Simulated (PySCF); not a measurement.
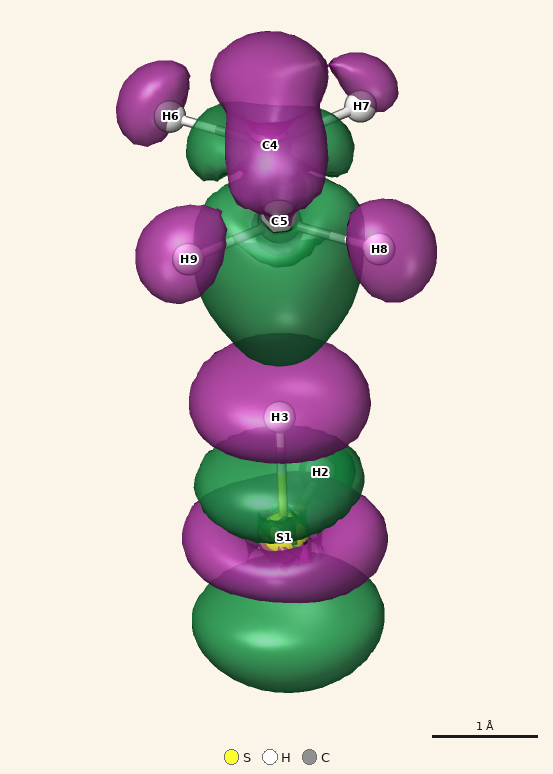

Figure. C2H6S, SMILES `S.C=C`. Density of the complex less the densities of the two fragments at the same geometry, ±0.002 e/Å³ (green: gain, purple: loss). Fragment A: H2S (atoms 1–3); fragment B: H4C2.

Computed with PySCF, BP86/6-311+G**, geometry: GFN2-xTB. GFN2-xTB bond lengths at metals and heavier atoms can be off by up to 0.1 Å and shapes distorted, which carries into these values.

Geometry (Å), atoms numbered from 1:

```
S1      -1.8159   -0.0471    0.0215
H2      -1.7782    1.2291   -0.3386
H3      -0.4875   -0.1416    0.0278
C4       2.0405    0.6321    0.0350
C5       1.8728   -0.6735   -0.0391
H6       2.1186    1.1448    0.9799
H7       2.1083    1.2499   -0.8459
H8       1.8014   -1.1879   -0.9839
H9       1.8128   -1.2925    0.8416
```

Q: Which way does charge flow?

A: Hirshfeld charges show 0.020 e passing from B to A. By Hirshfeld charges, electrons gather most on S1 (−0.023 e) and leave H3 most (+0.007 e); 0.06 e is displaced in all, which induces a dipole of 0.61 D.

Q: What is the interaction energy, and which contacts carry it?

A: The counterpoise-corrected interaction energy of the frozen fragments is +0.2 kcal/mol without dispersion correction and −1.7 kcal/mol with D3(BJ). The pair geometry is semi-empirical, not a minimum at this level. Contacts: H3···C5, S–H···C contact, 2.42 Å, ρ = 0.013 a.u. The pose is a local one from a semi-empirical search, not shown to be the most stable.
